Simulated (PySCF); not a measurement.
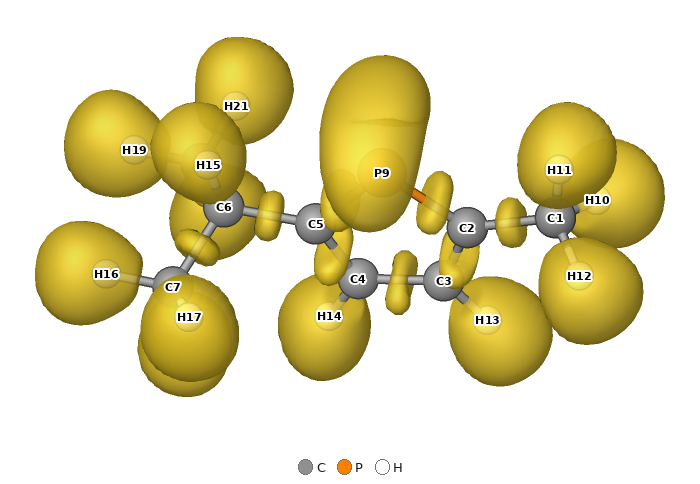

C8H12P (charge −1). Isosurface of the ELF at 0.85 (yellow), seen at a tilt. Core shells and regions of very low density are left out.

Geometry: GFN2-xTB.

Theory: PBE0/pcSseg-1, SCF density, gas phase, non-relativistic in PySCF 2.14.0.

| atom | x (Å) | y (Å) | z (Å) |
| --- | --- | --- | --- |
| C | 3.7443 | 0.3160 | 0.5528 |
| C | 2.2708 | 0.1727 | 0.3028 |
| C | 1.6999 | 0.1459 | -0.9541 |
| C | 0.3094 | 0.0108 | -0.9254 |
| C | -0.1994 | -0.0726 | 0.3560 |
| C | -1.6572 | -0.1973 | 0.7041 |
| C | -2.2946 | -1.4150 | 0.0292 |
| C | -2.4193 | 1.0752 | 0.3202 |
| P | 1.0664 | 0.0230 | 1.5720 |
| H | 4.1368 | 1.2228 | 0.0807 |
| H | 3.9452 | 0.3724 | 1.6221 |
| H | 4.3006 | -0.5351 | 0.1453 |
| H | 2.2794 | 0.2241 | -1.8691 |
| H | -0.3031 | -0.0243 | -1.8206 |
| H | -1.7355 | -0.3265 | 1.7917 |
| H | -3.3426 | -1.5216 | 0.3187 |
| H | -1.7595 | -2.3192 | 0.3122 |
| H | -2.2451 | -1.3146 | -1.0534 |
| H | -3.4752 | 1.0031 | 0.5923 |
| H | -2.3470 | 1.2449 | -0.7527 |
| H | -1.9832 | 1.9323 | 0.8293 |

Question: What do the ELF domains correspond to?

Answer: The ELF exceeds this value in seven regions between bonded C–C atoms (shared pairs), two regions between bonded C–P atoms (shared pairs), twelve regions around hydrogen nuclei and one lobe on P, pointing away from the bonds (lone pairs).

Values along the shortest contacts:
C–C (1.38 Å): the ELF peaks at about 0.95 between the atoms; localised, covalent bonding. C–P (1.76 Å): the ELF peaks at about 0.95 between the atoms (localised, covalent bonding).
